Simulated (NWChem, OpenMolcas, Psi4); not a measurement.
How basis sets differ on SiHClF2 (SMILES F[SiH](F)Cl)

SiHClF2: 5 atoms, total charge 0, spin state singlet. SMILES: `F[SiH](F)Cl`. Geometry: relaxed at PBE0-D4/def2-TZVP.

```xyz
5

F    -0.3396   -0.6214    1.4201
Si    0.0959   -0.0002    0.0378
F    -0.0335    1.5668    0.1565
Cl   -1.1575   -0.6560   -1.4015
H     1.4846   -0.3630   -0.2542
```

Each level gives the dipole moment (D). The values are calculated.

```tsv
level	kind	program	value (D)	CPU time
HF/ANO-R0 (sfX2C)	Hartree–Fock	OpenMolcas	0.63	1.8 s
HF/STO-3G	Hartree–Fock	NWChem	2.23	1.6 s
HF/3-21G	Hartree–Fock	OpenMolcas	2.14	2 s
HF/def2-SVP (density fitting)	Hartree–Fock	Psi4	1.47	2.4 s
HF/6-311+G**	Hartree–Fock	OpenMolcas	1.63	14 s
HF/cc-pVTZ (RICD fitting)	Hartree–Fock	OpenMolcas	1.34	9.9 s
HF/ANO-R2 (sfX2C, RICD fitting)	Hartree–Fock	OpenMolcas	1.36	39 s
```

The values span 0.63 to 2.23 D. Magnitudes only. Sets without polarisation functions give poor dipoles. Without the sets that lack polarisation functions the rows with a basis span only 1.34 to 1.63 D. Times are those of the runs behind each value, whatever else they computed, on shared processors of several kinds: orders of magnitude only.

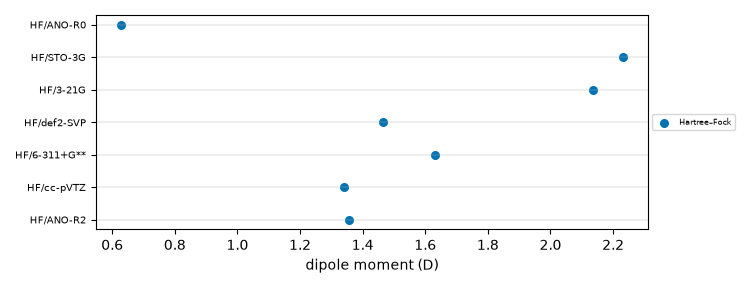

The values of the table, level by level.
